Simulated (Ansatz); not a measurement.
# Ligand exchange: BBrF2 + SiH2(SiH3)Br → BHF2 + SiH(SiH3)Br2

Species: BBrF2 `FB(F)Br`, singlet; SiH2(SiH3)Br, singlet; BHF2 `FBF`, singlet; SiH(SiH3)Br2, singlet. The partners trade Br for H: B–Br and Si–H bonds give way to B–H and Si–Br.

Shapes, held fixed at every level: PBE0-D4/def2-TZVP. Programs: Ansatz 0.2.0. The zero-point and thermal change to 298 K, harmonic and unscaled (PBE0-D4/def2-TZVP), is +4.1 kJ/mol.

```
               level                    kind  ΔH(298 K) (kJ/mol)  less CCSD(T)/def2-TZVPP  CPU time (sum over the molecules)
         HF/def2-SVP            Hartree–Fock               -19.6                     +6.7                                  –
r2SCAN-D4/def2-TZVPP                meta-GGA               -25.9                     +0.4                               47 s
  wB97X-V/def2-TZVPP  range-separated hybrid               -28.0                     -1.7                               87 s
   B2PLYP/def2-TZVPP           double hybrid               -28.8                     -2.5                               58 s
    CCSD(T)/def2-SVP   coupled cluster or CI               -14.5                    +11.8                               56 s
       CCSD/def2-SVP   coupled cluster or CI               -15.0                    +11.3                                  –
  CCSD(T)/def2-TZVPP   coupled cluster or CI               -26.3                      0.0                             15 min
```

The highest level, CCSD(T)/def2-TZVPP, gives ΔH(298 K) = -26.3 kJ/mol; the levels span -28.8 to -14.5. The column of differences is taken from that level and isn't an error. No measured value is set beside it here. Relativity is left out for Br. Outer-core shells of Br are correlated in most correlated rows, in sets that cover them unevenly. Times are processor times on shared x86 and Arm servers, and rough.

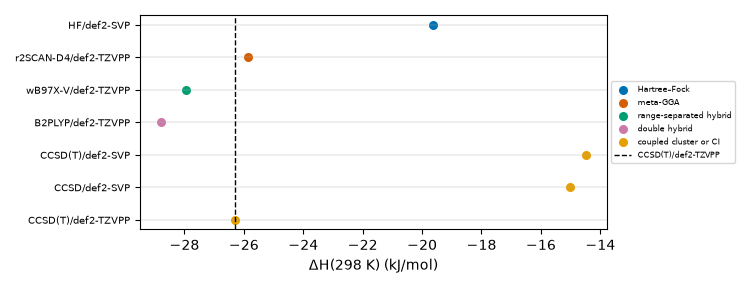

The values of the table, level by level.
